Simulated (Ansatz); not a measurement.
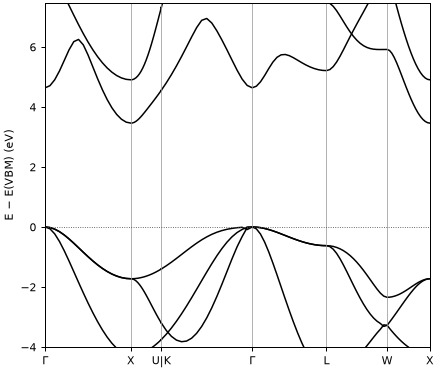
Band structure from DFT-r²SCAN in the program Ansatz with PAW potentials

Q: Read off the gap and where the band edges lie.

A: About 3.5 eV (3.46 eV by a search for the band edges); maximum at Γ, minimum at X.

The material is MgS (rock salt, Fm-3m).

Symmetry was held in the r²SCAN relaxation.

Potentials: the later of the program's two PAW sets.
